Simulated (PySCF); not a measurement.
NMR shielding calculation, with input and output: C5H2F6

- system: C5H2F6, SMILES C#CC(C(F)(F)F)C(F)(F)F
- method: GIAO PBE0/pcSseg-1 NMR shielding, non-relativistic, gas phase (PySCF 2.14.0)

The geometry comes from this level: GFN2-xTB, NEB image 2 of 0 to 8. It belongs to a series of runs on one base structure; here: NEB image 2 of 0 to 8. Figures and captions count atoms from 1; the log counts them from 0 in places.

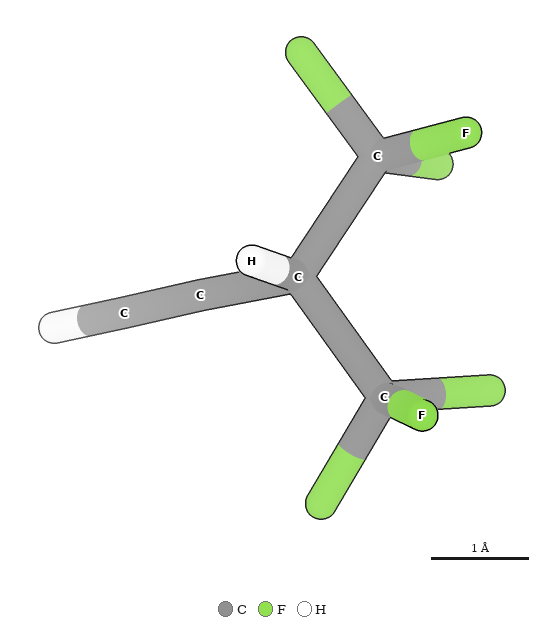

Fig. 1: The input geometry (stick view, seen at a tilt). Bond lengths as drawn: C–C 1.20 to 1.54 Å, C–F 1.33 to 1.34 Å and C–H 1.05 to 1.10 Å.

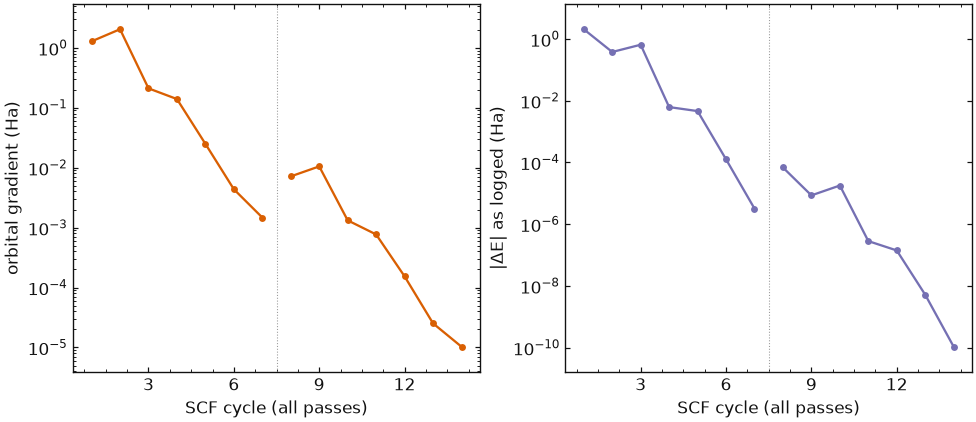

Fig. 2: Convergence of the self-consistent field: orbital gradient and size of the energy change against the SCF cycle. The dotted line marks the change from a coarse to the final integration grid. The first 7 cycles use a coarse grid, the final grid takes over at cycle 8, and the field converges after 14 cycles in all.

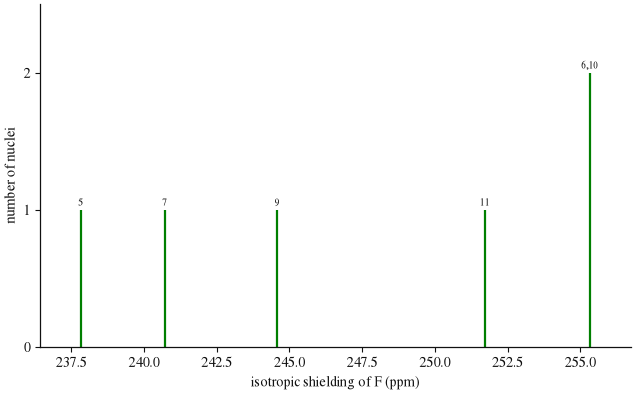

Fig. 3: Isotropic shieldings of the fluorine nuclei in this fixed geometry, labelled by atom number; shielding grows to the right, so chemical shift grows to the left. The least shielded is F5 (237.8 ppm), the most shielded F10 (255.5 ppm).

The input and output of the run follow.

### Input file
```
{"job": {"kind": "nmr", "xc": "PBE0", "basis": "pcSseg-1", "pop": false}, "charge": 0, "multiplicity": 1}
C      2.497500     0.110700    -0.233900
C      1.308000     0.137600    -0.348600
C     -0.141700     0.132100    -0.443200
C     -0.694000    -1.286100    -0.183700
F     -1.791600    -1.515700    -0.913400
F     -1.019400    -1.500100     1.088700
F      0.192200    -2.226000    -0.523200
C     -0.721600     1.147900     0.554200
F     -0.261600     2.375600     0.289200
F     -0.399200     0.879600     1.817400
F     -2.054800     1.208000     0.481400
H      3.543200     0.097000    -0.154400
H     -0.461300     0.439800    -1.448000
```

The first line tells a small driver script what to run in PySCF; the rest is the geometry in Å.

Launched with:
```bash
OMP_NUM_THREADS=1 python <driver script> task.json out
```

### The program's output
```
coarse grid: 13192 points
cycle   1  E = -789.4993538839  dE =  2.061e+00  |g| = 1.279e+00  |ddm| = 3.459e+00
cycle   2  E = -789.1219152017  dE =  3.774e-01  |g| = 2.038e+00  |ddm| = 2.078e+00
cycle   3  E = -789.7700522807  dE = -6.481e-01  |g| = 2.102e-01  |ddm| = 1.344e+00
cycle   4  E = -789.7762372005  dE = -6.185e-03  |g| = 1.394e-01  |ddm| = 2.272e-01
cycle   5  E = -789.7808250364  dE = -4.588e-03  |g| = 2.495e-02  |ddm| = 9.262e-02
cycle   6  E = -789.7809506010  dE = -1.256e-04  |g| = 4.360e-03  |ddm| = 2.239e-02
cycle   7  E = -789.7809537771  dE = -3.176e-06  |g| = 1.471e-03  |ddm| = 3.742e-03
final grid: 136408 points
cycle   8  E = -789.8856138355  dE = -6.818e-05  |g| = 7.147e-03  |ddm| = 3.622e-02
cycle   9  E = -789.8856053192  dE =  8.516e-06  |g| = 1.049e-02  |ddm| = 1.258e-02
cycle  10  E = -789.8856230920  dE = -1.777e-05  |g| = 1.320e-03  |ddm| = 6.891e-03
cycle  11  E = -789.8856233727  dE = -2.807e-07  |g| = 7.680e-04  |ddm| = 1.332e-03
cycle  12  E = -789.8856235126  dE = -1.399e-07  |g| = 1.536e-04  |ddm| = 5.562e-04
cycle  13  E = -789.8856235177  dE = -5.127e-09  |g| = 2.524e-05  |ddm| = 1.372e-04
cycle  14  E = -789.8856235178  dE = -1.062e-10  |g| = 1.029e-05  |ddm| = 2.790e-05
converged SCF energy = -789.8856235178

GIAO shielding tensors (ppm)
atom      isotropic    diamagn.    paramagn.     s11        s22        s33       span
  0 C      100.650     256.176    -155.526     23.947     27.074    250.929    226.982
  1 C      112.152     264.509    -152.356     17.879     23.958    294.621    276.742
  2 C      138.746     246.018    -107.272    125.172    137.280    153.787     28.615
  3 C       56.177     238.302    -182.125     50.329     58.436     59.764      9.435
  4 F      237.834     470.708    -232.874    160.523    220.881    332.097    171.574
  5 F      255.150     472.670    -217.520    182.185    257.128    326.137    143.952
  6 F      240.721     471.724    -231.003    167.767    231.162    323.233    155.466
  7 C       55.154     239.451    -184.297     50.947     55.931     58.583      7.636
  8 F      244.588     471.414    -226.826    166.130    233.250    334.383    168.253
  9 F      255.516     472.944    -217.428    181.723    256.970    327.856    146.133
 10 F      251.713     471.501    -219.788    173.833    247.562    333.745    159.913
 11 H       29.703      33.485      -3.782     24.327     24.554     40.228     15.902
 12 H       27.775      27.210       0.565     25.246     26.824     31.256      6.010
```

### Key numbers

```csv
quantity,value
outcome,converged
total energy,−789.885624 hartree
HOMO,−8.88 eV
LUMO,0.17 eV
dipole moment,2.15 D
"isotropic shielding, C",55.2 to 138.7 ppm
"isotropic shielding, F",237.8 to 255.5 ppm
"isotropic shielding, H",27.8 to 29.7 ppm
hardware,"1 CPU thread, shared host"
wall time,72 s
peak memory,0.94 GiB
```
